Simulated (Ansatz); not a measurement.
Pressure series in CdSe

Take CdSe in the zinc blende structure (space group F-43m, No. 216; a = 6.133 Å) as the base.

Cell and atoms are relaxed at each pressure.

Computed with r2SCAN, PAW, 500 eV (Ansatz, a quantum-chemistry and plane-wave program; without spin-orbit coupling).

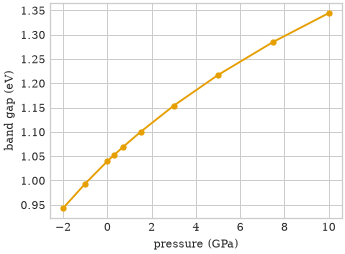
*Band gap against pressure*

### Question
From the plot, what is the band gap for pressure 7.5 GPa?

### Answer
About 1.29 eV.

### Question
Is the trend monotonic over the range shown?

### Answer
Yes, it rises throughout, spanning 0.94 eV to 1.34 eV.

Load acts through the strain it causes; cell and atoms are relaxed under it. Stability against distortions was not tested. Tetrahedral semiconductors of this kind turn to denser phases somewhere between about 1 and 50 GPa; those were not computed, so compressed cells here can lie past the real transition.
